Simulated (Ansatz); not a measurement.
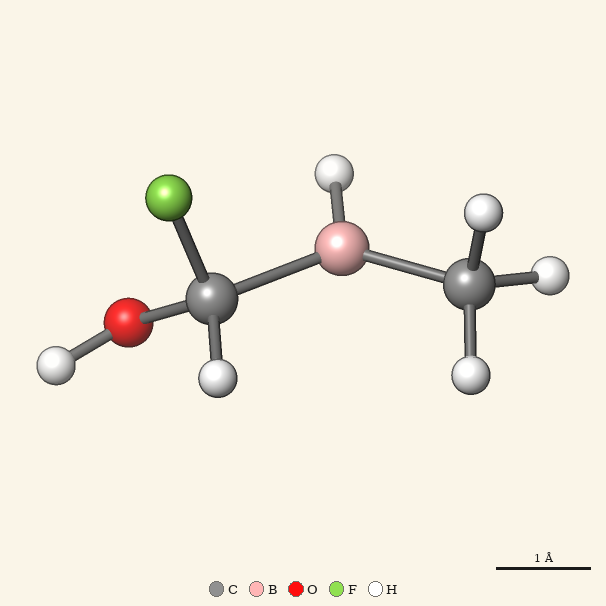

The picture shows a molecular structure as a ball-and-stick model. Every bond is drawn as one stick, whatever its order.

Give the formula.

Answer. C2H6BFO, 11 atoms: 2 carbon, 6 hydrogen, 1 boron, 1 fluorine and 1 oxygen.

Which point group does it belong to?

Answer. C1.

Count the bonded pairs by element.

Answer. 4 C–H, 2 C–B, 1 C–O, 1 C–F, 1 B–H, 1 O–H.

What is its SMILES?

Answer. CB[C@H](O)F

Name some functional groups or characteristic bonds that it holds.

Answer. Among them: alcohol, C–F bond, B–H bond.

The parts below concern this one geometry. Atoms keep their numbers from picture to picture. Computed geometry: PBE0-D4/def2-TZVP optimisation. No frequency run is at hand to confirm it as a minimum.

Geometry

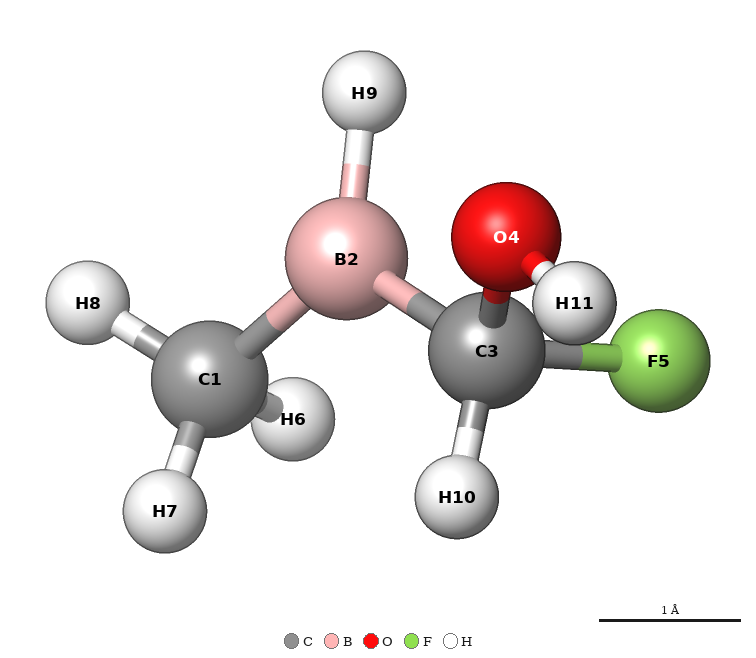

No frequency run is at hand to confirm it as a minimum.

Estimate the angles B2–C1–H6, B2–C1–H7, B2–C1–H8, C1–B2–C3, C1–B2–H9, C3–B2–H9, B2–C3–O4, B2–C3–F5, B2–C3–H10, O4–C3–F5, O4–C3–H10, F5–C3–H10, C3–O4–H11.

```
    angle  degrees
 B2–C1–H6    104.3
 B2–C1–H7    115.1
 B2–C1–H8    114.4
 C1–B2–C3    121.9
 C1–B2–H9    122.2
 C3–B2–H9    115.6
 B2–C3–O4    110.8
 B2–C3–F5    103.3
B2–C3–H10    116.0
 O4–C3–F5    110.3
O4–C3–H10    111.5
F5–C3–H10    104.3
C3–O4–H11    109.7
```

Dipole moment

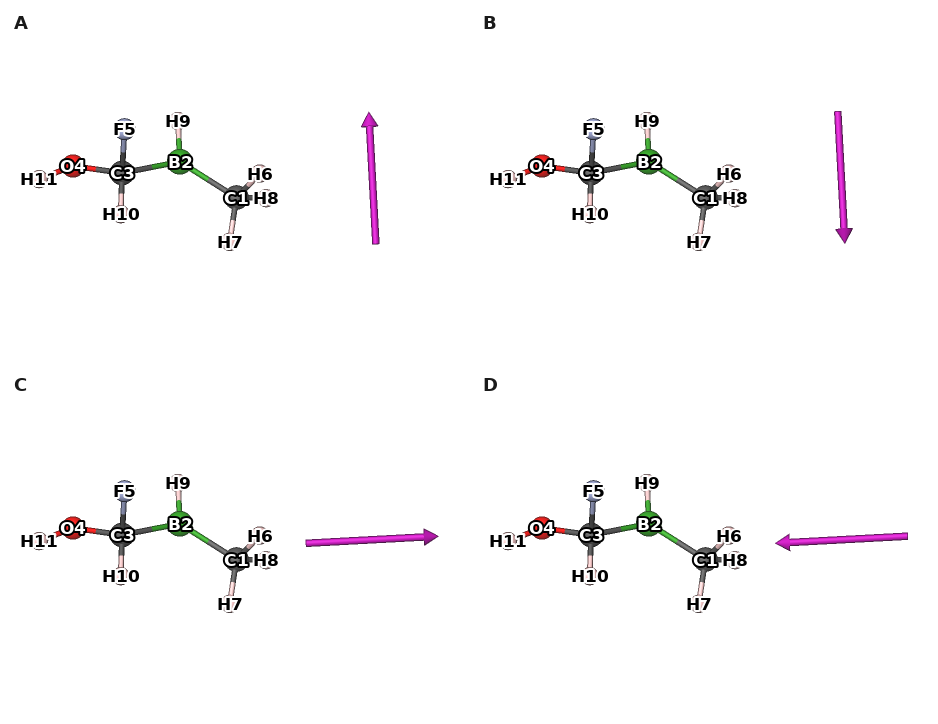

The same molecule four times, each with an arrow. No frequency run is at hand to confirm it as a minimum. Properties computed with RKS B3LYP-D4/def2-TZVPP (Ansatz 0.2.0).

Which arrow points along the dipole moment, from the negative to the positive end?

Answer. B. The dipole moment is 2.14 D; it points from the side of H9 to the side of H7 (the outermost atoms at the two ends).

Levels of theory compared

No frequency run is at hand to confirm it as a minimum. Program: Ansatz 0.2.0.

At this fixed geometry, give HOMO–LUMO gap (eV) at these levels: B3LYP-D4/def2-TZVPP; PBE-D4/def2-TZVPP; PBE0-D4/def2-TZVPP; r2SCAN-D4/def2-TZVPP; ωB97M-V/def2-TZVPP; ωB97X-V/def2-TZVPP.

```
               level  HOMO–LUMO gap (eV)
 B3LYP-D4/def2-TZVPP                6.77
   PBE-D4/def2-TZVPP                4.59
  PBE0-D4/def2-TZVPP                7.19
r2SCAN-D4/def2-TZVPP                5.29
  ωB97M-V/def2-TZVPP               11.56
  ωB97X-V/def2-TZVPP               11.95
```

Charges

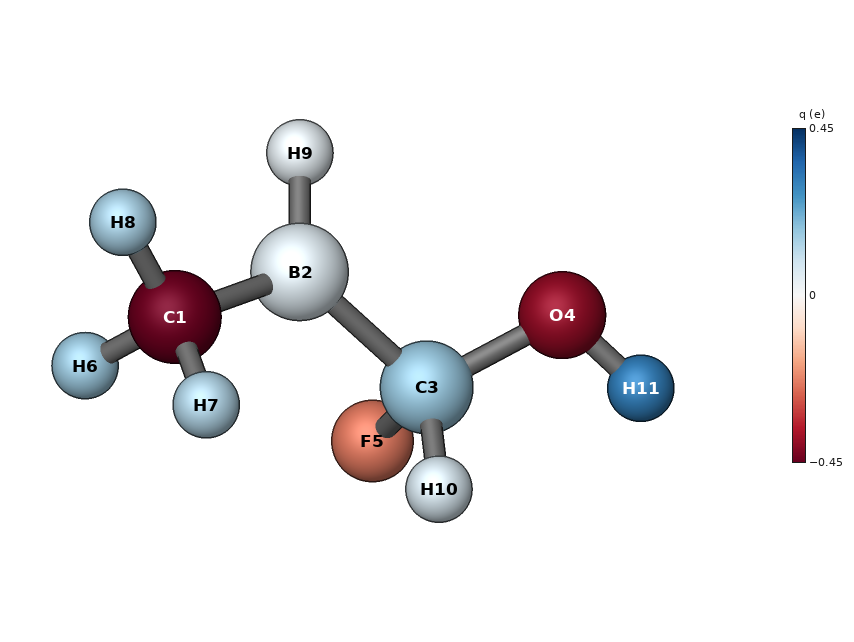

Atoms are coloured by their Mulliken charges. No frequency run is at hand to confirm it as a minimum. Level of theory: RKS PBE0-D4/def2-TZVP (Ansatz 0.2.0).

Which atom carries the highest charge (most positive or least negative)?

Answer. H11 (0.31 e).

And the lowest?

Answer. C1 (−0.44 e).

Give the Mulliken charges atom by atom.

```tsv
atom	value (e)
C1	−0.44
B2	0.05
C3	0.17
O4	−0.40
F5	−0.23
H6	0.16
H7	0.13
H8	0.15
H9	0.04
H10	0.07
H11	0.31
```

Mulliken values depend strongly on the basis set and can even reverse the polarity of a bond.
